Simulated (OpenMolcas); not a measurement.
## Run report: Be, multiconfigurational calculation

- system: Be.
- method: state-averaged RASSCF, active space 2 electrons in the shells 2s 2p 3d; RAS3 3d with at most 2 electrons, basis ANO-R2, X2C scalar Hamiltonian, spin-orbit coupling by RASSI with atomic mean-field integrals (OpenMolcas)

**The program's output (extracts)**
```
--- SEWARD ---
Basis set label: BE.ANO-R...4S3P1D.

      Electronic valence basis set:
      ------------------
      Associated Effective Charge   4.000000 au
      Associated Actual Charge      4.000000 au
      Nuclear Model: Finite nucleus - Gaussian distribution
        Gaussian exponent, Xi/bohr**(-2):  7.87888E+08

      Shell  nPrim  nBasis  Cartesian Spherical Contaminant
         s      11       4        X
         p       7       3        X
         d       3       1                 X
                  Relativistic X2C integrals
                  Atomic mean-field integrals
--- RASSCF ---
Wave function specifications:
      -----------------------------

      Number of closed shell electrons           2
      Number of electrons in active shells       2
      Max number of holes in RAS1 space          0
      Max nr of electrons in RAS3 space          2
      Number of inactive orbitals                1
      Number of active orbitals                  9
      Number of secondary orbitals               8
      Spin quantum number                      0.0
      State symmetry                             1
Orbital specifications:
      -----------------------

      Symmetry species                           1   2
                                                ag  au
      Frozen orbitals                            0   0
      Inactive orbitals                          1   0
      Active orbitals                            6   3
      RAS1 orbitals                              0   0
      RAS2 orbitals                              1   3
      RAS3 orbitals                              5   0
      Secondary orbitals                         2   6
      Deleted orbitals                           0   0
      Number of basis functions                  9   9
      Number of CSFs                            27
      Number of root(s) required                 1
      Iter CI   SX   CI       RASSCF       Energy    max ROT     max BLB   max BLB  Level Ln srch  Step   QN
          iter iter root      energy       change     param      element    value   shift minimum  type update
 Nr of preliminary CI iterations:   1
        1   1    8    1   -14.61630698    0.00E+00  -8.23E-02    1   2 1  1.15E-02*  0.00   0.00    SX    NO
        2   1    8    1   -14.61852453   -2.22E-03*  1.97E-02    2   8 1  6.51E-03*  0.00   0.00    SX    NO
        3   1    7    1   -14.61872812   -2.04E-04*  8.15E-03    2   8 1  1.77E-03*  0.00   0.00    SX    NO
        4   1    7    1   -14.61875601   -2.79E-05* -3.07E-03    2   8 1  6.80E-04*  0.00   0.00    SX    NO
        5   1    6    1   -14.61876000   -3.99E-06* -1.87E-03    2   8 1  2.54E-04   0.00   1.61    LS   YES
        6   1    6    1   -14.61876067   -6.74E-07*  2.22E-05    2   8 1 -6.59E-06   0.00   1.01    QN   YES
        7   1    3    1   -14.61876067   -1.62E-10   6.72E-07    1   8 1 -2.24E-06   0.00   1.01    QN   YES
      Convergence after  7 iterations
        8   1    3    1   -14.61876067   -1.12E-12   6.72E-07    1   8 1 -1.23E-07   0.00   1.01    QN   YES
      Natural orbitals and occupation numbers for root  1
      sym 1:   1.812571   0.000144   0.000144   0.000144   0.000144   0.000144
      sym 2:   0.062236   0.062236   0.062236
::    RASSCF root number  1 Total energy:    -14.61876067
--- RASSCF ---
Wave function specifications:
      -----------------------------

      Number of closed shell electrons           2
      Number of electrons in active shells       2
      Max number of holes in RAS1 space          0
      Max nr of electrons in RAS3 space          2
      Number of inactive orbitals                1
      Number of active orbitals                  9
      Number of secondary orbitals               8
      Spin quantum number                      0.0
      State symmetry                             2
Orbital specifications:
      -----------------------

      Symmetry species                           1   2
                                                ag  au
      Frozen orbitals                            0   0
      Inactive orbitals                          1   0
      Active orbitals                            6   3
      RAS1 orbitals                              0   0
      RAS2 orbitals                              1   3
      RAS3 orbitals                              5   0
      Secondary orbitals                         2   6
      Deleted orbitals                           0   0
      Number of basis functions                  9   9
      Number of CSFs                            18
      Number of root(s) required                 3
      Iter CI   SX   CI       RASSCF       Energy    max ROT     max BLB   max BLB  Level Ln srch  Step   QN
          iter iter root      energy       change     param      element    value   shift minimum  type update
 Nr of preliminary CI iterations:   1
        1   1    2    0   -14.40337474    0.00E+00  -1.19E-07    1   2 1 -9.45E-08   0.07   0.00    SX    NO
        2   1    1    0   -14.40337474   -1.95E-14   0.00E+00    2   9 1 -3.88E-08   0.07   0.00    SX    NO
        3   1    1    0   -14.40337474    1.07E-14   0.00E+00    2   9 1 -3.88E-08   0.07   0.00    SX    NO
        4   1    1    0   -14.40337474   -8.88E-15   0.00E+00    2   9 1 -3.88E-08   0.07   0.00    SX    NO
      Convergence after  4 iterations
        5   1    1    0   -14.40337474    1.95E-14   0.00E+00    2   9 1 -3.88E-08   0.07   0.00    SX    NO
      Natural orbitals and occupation numbers for root  1
      sym 1:   0.966819   0.016591   0.016591  -0.000000   0.000000  -0.000000
      sym 2:   0.016591   0.966819   0.016591
      Natural orbitals and occupation numbers for root  2
      sym 1:   0.966819   0.016591   0.000000   0.016591   0.000000  -0.000000
      sym 2:   0.966819   0.016591   0.016591
      Natural orbitals and occupation numbers for root  3
      sym 1:   0.966819   0.000000   0.016591  -0.000000   0.016591  -0.000000
      sym 2:   0.016591   0.016591   0.966819
::    RASSCF root number  1 Total energy:    -14.40337474
::    RASSCF root number  2 Total energy:    -14.40337474
::    RASSCF root number  3 Total energy:    -14.40337474
--- RASSCF ---
Wave function specifications:
      -----------------------------

      Number of closed shell electrons           2
      Number of electrons in active shells       2
      Max number of holes in RAS1 space          0
      Max nr of electrons in RAS3 space          2
      Number of inactive orbitals                1
      Number of active orbitals                  9
      Number of secondary orbitals               8
      Spin quantum number                      1.0
      State symmetry                             2
Orbital specifications:
      -----------------------

      Symmetry species                           1   2
                                                ag  au
      Frozen orbitals                            0   0
      Inactive orbitals                          1   0
      Active orbitals                            6   3
      RAS1 orbitals                              0   0
      RAS2 orbitals                              1   3
      RAS3 orbitals                              5   0
      Secondary orbitals                         2   6
      Deleted orbitals                           0   0
      Number of basis functions                  9   9
      Number of CSFs                            18
      Number of root(s) required                15
      Iter CI   SX   CI       RASSCF       Energy    max ROT     max BLB   max BLB  Level Ln srch  Step   QN
          iter iter root      energy       change     param      element    value   shift minimum  type update
 Nr of preliminary CI iterations:   1
        1   1    0    0   -14.05815118    0.00E+00   0.00E+00    1   2 1  2.68E-02*  0.00   0.00    SX    NO
      Natural orbitals and occupation numbers for root  1
      sym 1:   0.995233  -0.000000   0.002383  -0.000000  -0.000000   0.002383
      sym 2:   0.002383   0.995233   0.002383
      Natural orbitals and occupation numbers for root  2
      sym 1:   0.995233   0.002383   0.002383  -0.000000  -0.000000  -0.000000
      sym 2:   0.002383   0.002383   0.995233
      Natural orbitals and occupation numbers for root  3
      sym 1:   0.995233   0.002383   0.000000   0.002383   0.000000   0.000000
      sym 2:   0.995233   0.002383   0.002383
::    RASSCF root number  1 Total energy:    -14.51359662
::    RASSCF root number  2 Total energy:    -14.51359662
::    RASSCF root number  3 Total energy:    -14.51359662
::    RASSCF root number  4 Total energy:    -13.97323773
::    RASSCF root number  5 Total energy:    -13.97323773
::    RASSCF root number  6 Total energy:    -13.97323773
::    RASSCF root number  7 Total energy:    -13.97323773
::    RASSCF root number  8 Total energy:    -13.97323773
::    RASSCF root number  9 Total energy:    -13.97323773
::    RASSCF root number 10 Total energy:    -13.97323773
::    RASSCF root number 11 Total energy:    -13.90718918
::    RASSCF root number 12 Total energy:    -13.90718918
::    RASSCF root number 13 Total energy:    -13.90718918
::    RASSCF root number 14 Total energy:    -13.89862313
::    RASSCF root number 15 Total energy:    -13.89862313
--- RASSI ---
SPIN-FREE ENERGIES:
  (Shifted by EMIN (a.u.) =        -14.6187606738)

 SF State       Relative EMIN(au)   Rel lowest level(eV)    D:o, cm**(-1)      L_eff

     1             0.0000000000        0.0000000000              0.0000         0.0
     5             0.1051640531        2.8616596675          23080.8418         1.0
     6             0.1051640531        2.8616596675          23080.8418         1.0
     7             0.1051640531        2.8616596675          23080.8418         1.0
     2             0.2153859339        5.8609498397          47271.7484         1.0
     3             0.2153859339        5.8609498397          47271.7484         1.0
     4             0.2153859339        5.8609498397          47271.7484         1.0
     Dipole printing threshold changed to   1.00000000E+00

++ Dipole transition strengths (spin-free states):
   -----------------------------------------------
     for osc. strength at least  1.00000000E+00

  ( Max oscillator strength is only   0.47469174222397914      )
--
Eigenvalues of complex Hamiltonian:
   -----------------------------------
  (Shifted by EMIN (a.u.) =        -14.6187606738)

 SO State       Relative EMIN(au)   Rel lowest level(eV)    D:o, cm**(-1)     J-value

     1             0.0000000000        0.0000000000              0.0000         0.0
     2             0.1051560152        2.8614409447          23079.0777         0.0
     3             0.1051600338        2.8615502982          23079.9597         0.8
     4             0.1051600338        2.8615502982          23079.9597         0.8
     5             0.1051600338        2.8615502982          23079.9597         0.7
     6             0.1051680720        2.8617690289          23081.7238         1.2
     7             0.1051680720        2.8617690289          23081.7238         1.6
     8             0.1051680720        2.8617690289          23081.7238         1.6
     9             0.1051680720        2.8617690289          23081.7238         1.6
    10             0.1051680720        2.8617690289          23081.7238         1.7
    11             0.2153859342        5.8609498477          47271.7485         0.8
    12             0.2153859342        5.8609498477          47271.7485         0.8
    13             0.2153859342        5.8609498477          47271.7485         0.7
Weights of the five most important spin-orbit-free states for each spin-orbit state.

 SO State  Total energy (au)           Spin-free states, spin, and weights
 -------------------------------------------------------------------------------------------------------
    1         0.000000       1 0.0  1.0000    7 1.0  0.0000    6 1.0  0.0000    5 1.0  0.0000    4 0.0  0.0000
    2         0.105156       5 1.0  0.3333    6 1.0  0.3333    7 1.0  0.3333    3 0.0  0.0000    2 0.0  0.0000
    3         0.105160       7 1.0  0.4937    5 1.0  0.4933    6 1.0  0.0131    4 0.0  0.0000    2 0.0  0.0000
    4         0.105160       6 1.0  0.4911    7 1.0  0.4083    5 1.0  0.1006    2 0.0  0.0000    4 0.0  0.0000
    5         0.105160       6 1.0  0.4958    5 1.0  0.4061    7 1.0  0.0981    3 0.0  0.0000    2 0.0  0.0000
    6         0.105168       7 1.0  0.5706    5 1.0  0.2170    6 1.0  0.2124    2 0.0  0.0000    4 0.0  0.0000
    7         0.105168       7 1.0  0.5548    6 1.0  0.3050    5 1.0  0.1401    3 0.0  0.0000    2 0.0  0.0000
    8         0.105168       6 1.0  0.5350    5 1.0  0.4518    7 1.0  0.0132    2 0.0  0.0000    4 0.0  0.0000
    9         0.105168       7 1.0  0.4272    5 1.0  0.3877    6 1.0  0.1851    2 0.0  0.0000    4 0.0  0.0000
   10         0.105168       5 1.0  0.4701    6 1.0  0.4291    7 1.0  0.1008    2 0.0  0.0000    4 0.0  0.0000
   11         0.215386       4 0.0  0.6372    2 0.0  0.2473    3 0.0  0.1155    7 1.0  0.0000    5 1.0  0.0000
   12         0.215386       3 0.0  0.7640    4 0.0  0.2026    2 0.0  0.0334    5 1.0  0.0000    6 1.0  0.0000
```

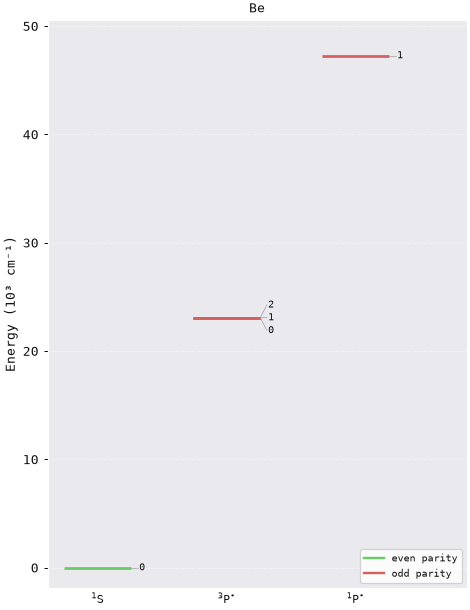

**Figure 1.** Level diagram of neutral beryllium. The lowest level is 2s² ¹S₀. The first excited level, 2s 2p ³P°₀, lies at 23,100 cm⁻¹. It is also the lowest level of opposite parity. The leading LS term holds 100 % of a level on average.

| Configuration | Level | E (cm⁻¹) | Landé g |
| --- | --- | --- | --- |
| 2s² | ¹S₀ | 0 | – |
| 2s 2p | ³P°₀ | 23,080 | – |
| 2s 2p | ³P°₁ | 23,080 | 1.501 |
| 2s 2p | ³P°₂ | 23,080 | 1.501 |
| 2s 2p | ¹P°₁ | 47,270 | 1.000 |

**Input file**
```
&GATEWAY
Coord
1

Be 0.0 0.0 0.0
Basis=ANO-R2
Group=XYZ
NoMove
AngMom=0.0 0.0 0.0
AMFI
&SEWARD
&RASSCF
FileOrb=start.orb
Symmetry=1
Spin=3
nActEl=2 0 0
Inactive=1 0
Ras2=1 3
CIRoot=3 3 1
SDav=3
CIMx=300
Iter=120 100
PrWF=0.3
OrbListing=Nothing
MaxOrb=0
Atom
>>> COPY $Project.JobIph JOBPRE
&RASSCF
FileOrb=start.orb
Symmetry=1
Spin=1
nActEl=2 0 2
Inactive=1 0
Ras2=1 3
Ras3=5 0
CIRoot=1 1 1
SDav=27
CIMx=300
Iter=120 100
PrWF=0.3
OrbListing=Nothing
MaxOrb=0
Thrs=2.0e-7 1.0e-1 5.0e-4
Atom
>>> COPY $Project.JobIph JOB001
&RASSCF
FileOrb=start.orb
Symmetry=2
Spin=1
nActEl=2 0 2
Inactive=1 0
Ras2=1 3
Ras3=5 0
CIRoot=3 3 1
SDav=18
CIMx=300
Iter=120 100
PrWF=0.3
OrbListing=Nothing
MaxOrb=0
Thrs=2.0e-7 1.0e-1 5.0e-4
Atom
>>> COPY $Project.JobIph JOB002
&RASSCF
FileOrb=start.orb
Symmetry=2
Spin=3
nActEl=2 0 2
Inactive=1 0
Ras2=1 3
Ras3=5 0
CIRoot=15 15 1
SDav=18
CIMx=300
Iter=120 100
PrWF=0.3
OrbListing=Nothing
MaxOrb=0
Thrs=2.0e-7 1.0e-1 5.0e-4
Atom
CIOnly
>>> COPY $Project.JobIph JOB003
&RASSI
NrOfJobIphs=3 1 3 3
1
1 2 3
1 2 3
IphNames
JOB001
JOB002
JOB003
EJob
SpinOrbit
DIPRint=1.0
SOCoupling=1000.0
Subsets=2
MEES
Property=10
'ANGMOM' 1 'ANGMOM' 2 'ANGMOM' 3 'MLTPL  1' 1 'MLTPL  1' 2 'MLTPL  1' 3
'AMFI' 1 'AMFI' 2 'AMFI' 3 'MLTPL  2' 6
SOProperty=3
'ANGMOM' 1 'ANGMOM' 2 'ANGMOM' 3
```

The file start.orb holds starting orbitals from an earlier step. A driver script formed the levels outside the program, from RASSI's spin-orbit matrix and the active-space energies, averaged over the components of each term or state.

Run as:
```bash
OMP_NUM_THREADS=1 MOLCAS_MEM=2252 MOLCAS_PROJECT=a pymolcas a.inp > a.log  # once for each step of the input, in one work folder
```

**Results in brief**

| quantity | value |
| --- | --- |
| outcome | converged |
| lowest level | 2s² ¹S₀ |
| first excited level | 2s 2p ³P°₀, 23,079 cm⁻¹ (measured: 21,978) |
| energy of the lowest spin-free term | −14.61876 hartree |
| energy of the lowest spin-orbit level | −14.61876 hartree |
| largest spread among components of a term | 0.0 cm⁻¹ |
| hardware | 1 thread of Arm Neoverse V1, 24 GiB of memory available, shared host |
| wall time | 15 s |

**Remarks**

Without dynamic correlation the gaps between configurations can be off by an electronvolt or more. Caveats: extra active shells serve correlation only, their own levels not computed; only configurations of the active space are included.
